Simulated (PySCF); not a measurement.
# C₆H₁₈InN₃ (In(NMe2)3): what the fields show

Input

```
{"job": {"kind": "uv", "xc": "CAM-B3LYP", "basis": "def2-SVPD", "ip": false, "nstates": 10}, "charge": 0, "multiplicity": 1}
In     0.002648     0.001122     0.008624
N      2.032712    -0.000252     0.007047
C      2.818839     1.152104     0.342646
C      2.813258    -1.144312    -0.367430
H      3.508412     0.953822     1.191048
H      2.182840     2.000617     0.638810
H      3.452727     1.495400    -0.503536
H      2.172517    -2.000838    -0.628533
H      3.458203    -0.942927    -1.250521
H      3.492580    -1.477707     0.446614
N     -1.015111     1.753996    -0.115997
C     -2.380176     1.895340     0.302966
C     -0.463556     2.943293    -0.698878
H     -2.501976     2.703520     1.055576
H     -2.757394     0.969387     0.763879
H     -3.061485     2.145510    -0.538961
H      0.577889     2.788137    -1.021163
H     -1.032034     3.277210    -1.593965
H     -0.464621     3.799256     0.009722
N     -1.009364    -1.754803     0.142913
C     -0.447494    -2.939861     0.724667
C     -2.368022    -1.911443    -0.289953
H     -1.016078    -3.281684     1.616270
H      0.590955    -2.774422     1.051384
H     -0.435733    -3.794048     0.013841
H     -2.754992    -0.986289    -0.744735
H     -2.472870    -2.713543    -1.051657
H     -3.052672    -2.179615     0.543902
```

Run with:

```sh
OMP_NUM_THREADS=2 python probes_run.py task.json out
```

Geometry: PBE0-D3(BJ)/def2-SVP; core potentials replace the inner electrons of In.

These are results of PySCF 2.14.0, CAM-B3LYP/def2-SVPD, SCF density, gas phase, scalar-relativistic core potentials on the heavy atoms, not measurements.

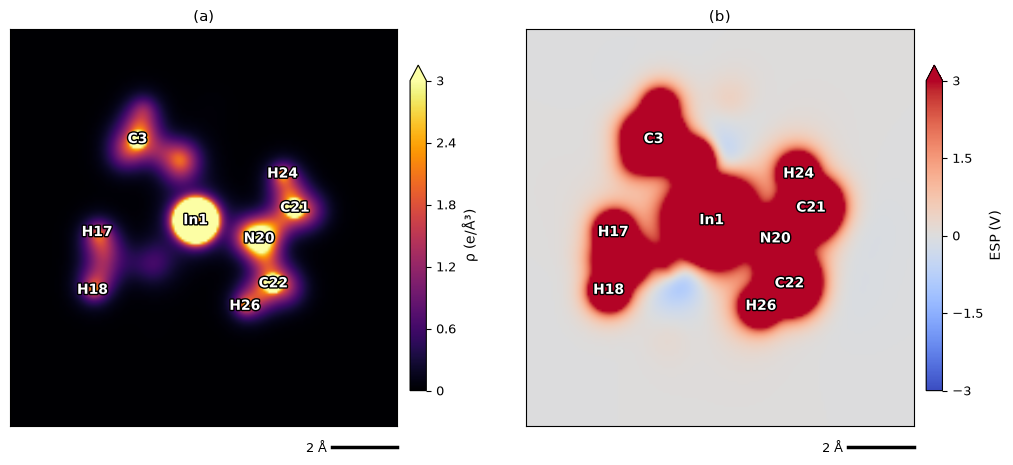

Figure 1. (a) electron density; (b) molecular electrostatic potential on the plane of atoms N20, C22 and H26.

Interpret the plot.

The plane passes through In, C, H and N nuclei. C–N (1.43 Å): ρ is about 2 e/Å³ halfway. In–N (2.03 Å): ρ at the midpoint is about 0.72 e/Å³. C–H (1.10 Å): ρ is about 1.9 e/Å³ halfway. Outside the dense part of the molecule the potential is most negative (−0.8 V) near N11 and N20, which lies off the plane.

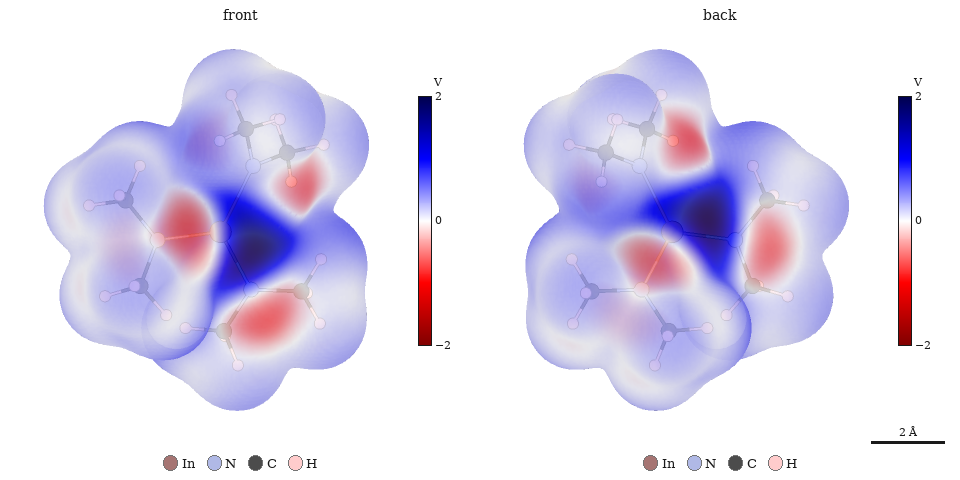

Figure 2. The molecular electrostatic potential painted on the density surface at 0.002 e/bohr³, seen from the front and from behind; the colour scale runs from red (negative) to blue (positive).

Which sites attract a positive test charge, and which a negative one?

A positive charge is drawn to the negative regions and a negative charge to the positive ones. The most negative region (about −0.7 V) lies over N2, N11 and N20, the most positive (about +1.8 V) over In1.
